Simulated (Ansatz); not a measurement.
SrIr₂ (cubic Laves, MgCu2 type)

```yaml
crystal:
  lattice:
    - [0.00000, 3.84847, 3.84847]
    - [3.84847, 0.00000, 3.84847]
    - [3.84847, 3.84847, 0.00000]
  atoms:
    - { symbol: Sr, position: [0.75000, 0.75000, 0.75000] }
    - { symbol: Sr, position: [0.50000, 0.50000, 0.50000] }
    - { symbol: Ir, position: [0.12500, 0.62500, 0.12500] }
    - { symbol: Ir, position: [0.12500, 0.12500, 0.12500] }
    - { symbol: Ir, position: [0.62500, 0.12500, 0.12500] }
    - { symbol: Ir, position: [0.12500, 0.12500, 0.62500] }
```

The relaxed cell is deformed in two ways at once: its volume V is scaled, and at that volume it is stretched along z (the c axis of the conventional cell) so that c/a changes. Fractional atomic positions are held.

These are r2SCAN (plane waves to 500 eV, PAW, scalar-relativistic; Ansatz, an electronic-structure program) values and carry that method's errors. k mesh 11×11×11 (Γ-centred), Fermi-Dirac smearing 0.05 eV. The energy includes the smearing's −TS. Compression counts positive. With partly filled bands, the response to shear is sensitive to the k mesh, so small differences along c/a are uncertain. Spin-orbit coupling is left out, though Ir is heavy. SrIr2 is run without spin polarisation. SrIr2 was relaxed with its symmetry unable to fall. The zero of ΔE is the relaxed starting cell.

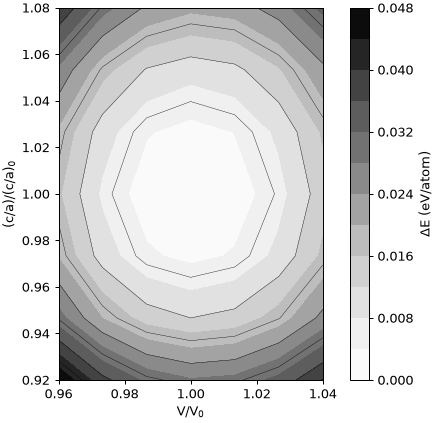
Figure. ΔE (eV/atom) over the 7×7 grid of computed points.

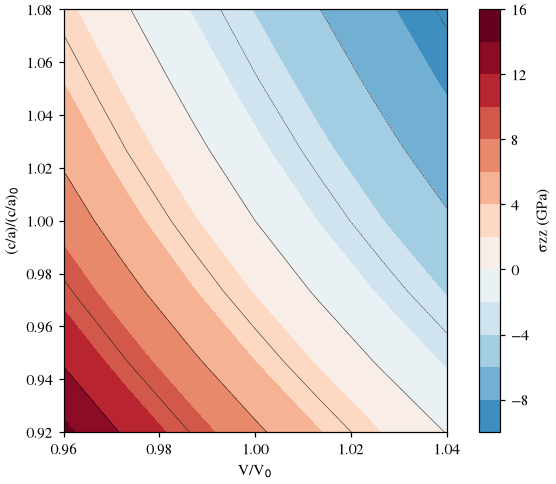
*σzz (GPa) over the 7×7 grid of computed points.*

The shear modulus C′ = (C11 − C12)/2 (fit, atoms clamped) comes out as 48 GPa. Lowest place on the grid: V/V₀ = 1.000, (c/a)/(c/a)₀ = 1.000 (0 meV/atom). Highest place on the grid: V/V₀ = 0.960, (c/a)/(c/a)₀ = 0.920 (47 meV/atom).

Near the relaxed cell σzz − σxx = −2Cδ (compression positive), C being this modulus and δ the logarithm of the ratio.

(A scan under strain: stresses follow from slopes of the energy per volume, elastic moduli from its curvatures.)
